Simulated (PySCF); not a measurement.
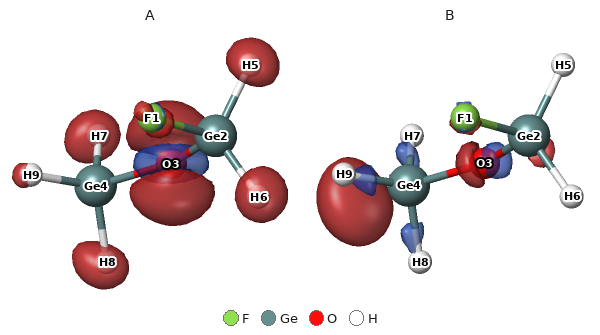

FGe2H5O, SMILES `[F][GeH2][O][GeH3]`. The two Fukui functions at ±0.04 e/Å³ (red positive, blue negative).

PySCF calculation, ωB97X/cc-pVDZ, gas phase; geometry: GFN2-xTB. No frequency check shows the geometry to be a minimum. GFN2-xTB bond lengths at metals and heavier atoms can be off by up to 0.1 Å and shapes distorted, which carries into these values.

Input

```python
import numpy as np
from pyscf import gto, scf, dft
from pyscf.scf import atom_ks, atom_hf
from scipy.linalg import block_diag

def solve(mol, dm0=None, hcore=None):
    mf = (dft.UKS if mol.spin else dft.RKS)(mol, xc='wb97x')
    mf.grids.level = 3
    mf = mf.density_fit(auxbasis='def2-universal-jkfit')
    mf.conv_tol, mf.max_cycle = 1e-8, 80
    if hcore is not None:
        mf.get_hcore = lambda *args: hcore
    mf.kernel(dm0)
    if not mf.converged:
        mf = mf.newton().run(mf.mo_coeff, mf.mo_occ, max_cycle=30)
    assert mf.converged, 'SCF not converged'
    return mf

mol = gto.M(atom='''
F     -1.82962     1.39029     0.00112
Ge    -1.48759    -0.31667    -0.00056
O      0.21082    -0.49366     0.00377
Ge     1.86509     0.08167    -0.00065
H     -2.03724    -0.81331     1.29777
H     -2.03338    -0.80956    -1.30629
H      2.45551    -0.50176     1.25201
H      2.45921    -0.49816    -1.24632
H      1.85594     1.57954     0.00139
''', basis='cc-pvdz', charge=0, spin=0, verbose=4)
mf = solve(mol)
out = dict(e0=mf.e_tot, dm0=mf.make_rdm1(), c=mf.mo_coeff, occ=mf.mo_occ, eps=mf.mo_energy)
for name, dq, spin in [('cation', 1, 1), ('anion', -1, 1)]:
    ion = mol.copy().set(charge=mol.charge + dq, spin=spin).build()
    mi = solve(ion)
    if spin and dq > 0 and mol.nao < 130:
        c, _, stable, _ = mi.stability(return_status=True)
        if not stable:
            mi = solve(ion, mi.make_rdm1(c, mi.mo_occ))
    print(name, 'vertical energy change / eV', (mi.e_tot - mf.e_tot) * 27.211386)
    out.update({'e_' + name: mi.e_tot, 'dm_' + name: mi.make_rdm1(), 's2_' + name: mi.spin_square()[0], 'eps_' + name: mi.mo_energy, 'occ_' + name: mi.mo_occ})
# spherically averaged free atoms, for the promolecule
atm = atom_ks.get_atm_nrks(mol, xc='wb97x')
pro = block_diag(*[(atm[a[0]][2] * atm[a[0]][3]) @ atm[a[0]][2].T for a in mol._atom])
np.savez('result.npz', pro=pro, **out)
```

Launched as:

```sh
OMP_NUM_THREADS=1 python input.py
```

The run took 4 min on 1 thread of Arm Neoverse V1, on a shared host, peak memory 0.62 GiB.

Partitions, critical points and surface values were worked out afterwards from this run's density.

**Which panel is f⁻ (electron removed) and which f⁺ (electron added)?**

A is f⁻, B is f⁺. f⁻ (Hirshfeld-condensed) is largest on O3 (0.28); the vertical ionisation energy is 10.60 eV. f⁺ (Hirshfeld-condensed) is largest on Ge4 (0.41); the vertical electron affinity is −2.31 eV (the stability of the anion's solution wasn't checked; negative, but this basis has no diffuse functions, so it doesn't show that the anion is unbound).

**What chemical potential and hardness follow from the two energies?**

μ = −(I + A)/2 = −4.14 eV and η = I − A = 12.91 eV.
